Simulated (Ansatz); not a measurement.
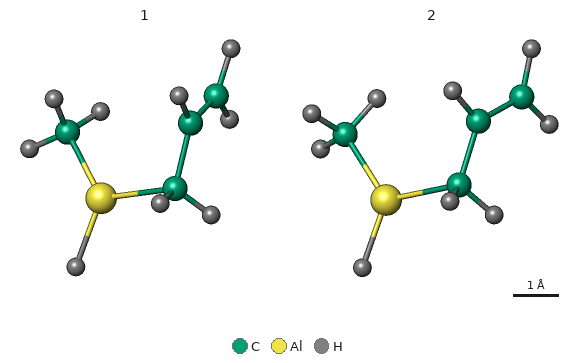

Two geometries of C$_{4}$H$_{9}$Al (coarse preliminary run), drawn at one scale. One is the start of a relaxation, the other its converged end. The picture is a ball-and-stick view, seen at a tilt.

Computed with RKS PBE-D4/def2-SVP in Ansatz 0.2.0. Set-up: force threshold 0.03 eV/Å; at most 200 steps.

### Which one is relaxed?

Structure 2 is the relaxed one. The start comes from a force field. The atom that moves furthest after the best rigid fit is an H atom (0.80 Å). By element the largest moves are H 0.80 Å, C 0.42 Å, Al 0.06 Å. Some distances before and after: C–C 1.288 → 1.349 Å, Al–C 2.047 → 1.992 Å, C–H 1.062 → 1.115 Å, Al–H 1.653 → 1.609 Å. Among the angles between lasting bonds that change: H–C–H 112.8° → 105.9°, H–C–H 113.2° → 106.6°, C–C–H 121.0° → 115.7°. Groups turn about Al–C by about 30°, C–C by about 25°. After 22 accepted moves (25 points after the start) the energy has fallen by 38.6 kJ/mol. The largest force component goes from 4.7 to 0.027 eV/Å. The line search rejected the trial steps at points 4, 19, 21 of the run. The forces were under the threshold at step 18, but the run went on from there. The run took 22 s on 4 threads of Intel Xeon Platinum 8488C, with other jobs on the host.
